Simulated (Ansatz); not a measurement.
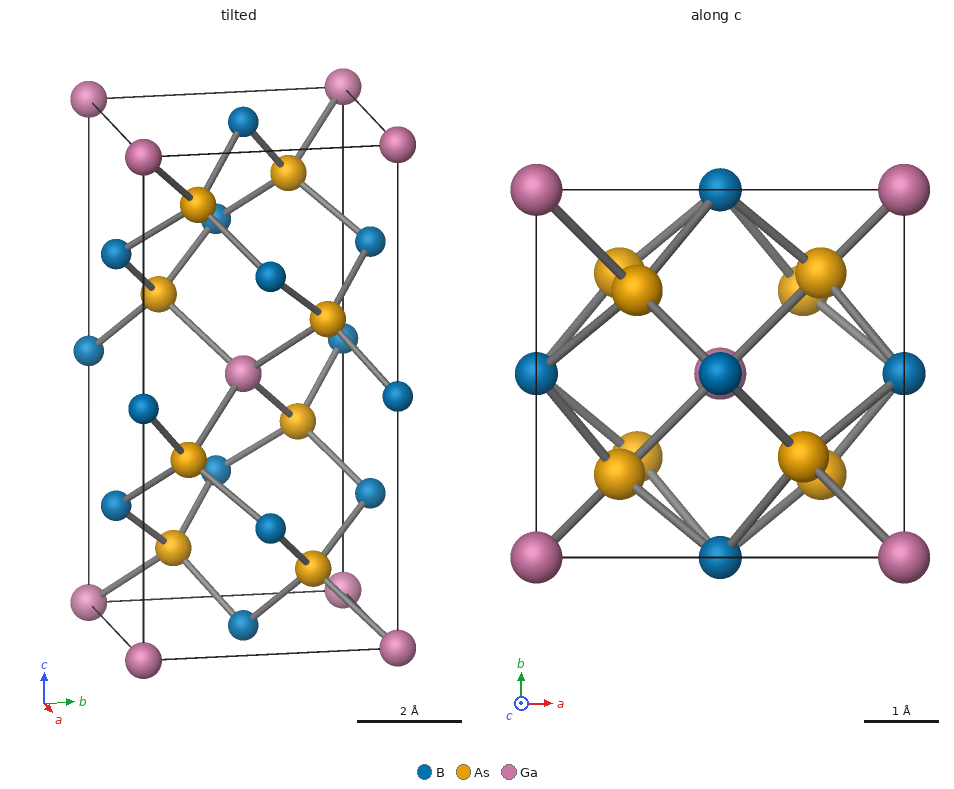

Ball-and-stick representation of a periodic structure, projected slightly off an axis and along the c axis. The conventional unit cell is outlined; an atom on or near a face, edge or corner is repeated at each equivalent position.

GaB3As4, space group I-42m (No. 121), a = 5.018 Å, b = 5.018 Å, c = 9.975 Å, α = 90.00°, β = 90.00°, γ = 90.00°. Starting structure: a structure type filled with these elements by a generator (whether the compound takes this form wasn't checked). Earlier steps of the study may have refined or changed the cell and positions. An electronic-structure calculation with Ansatz was run on it.

This one geometry was computed with Ansatz (DFT, plane waves, PAW) at five levels of theory: HSE06, PBE0, r2SCAN, PBE and PBE with spin-orbit coupling. It was relaxed beforehand with r2SCAN.

Which level gives the highest pressure at this volume, and what does that say about its equilibrium volume?

Answer. Highest: PBE (2.3 GPa) and PBE with spin-orbit coupling (2.3 GPa), which points to the largest equilibrium volume. Lowest, with the smallest volume: HSE06 (-0.5 GPa) and PBE0 (-0.7 GPa). Levels within 0.5 GPa of each other can't be told apart.

How does the band gap change with the level of theory?

Answer. PBE with spin-orbit coupling: a gap of 0.77 eV, indirect; PBE: a gap of 0.85 eV, indirect; r2SCAN: a gap of 1.06 eV, indirect; HSE06: a gap of 1.47 eV, indirect; PBE0: a gap of 2.13 eV, indirect.

Collect the results in a table.

Answer.
| level | cutoff (eV) | k-mesh of the run's cell | gap (eV) | pressure (GPa) |
| --- | --- | --- | --- | --- |
| HSE06 | 420 | 4×4×4 | 1.47 | -0.5 |
| PBE0 | 420 | 4×4×4 | 2.13 | -0.7 |
| r2SCAN | 500 | 8×8×8 | 1.06 | 0.0 |
| PBE | 420 | 8×8×8 | 0.85 | 2.3 |
| PBE with spin-orbit coupling | 420 | 8×8×8 | 0.77 | 2.3 |

Gaps are taken on the k-mesh or band path of each run.
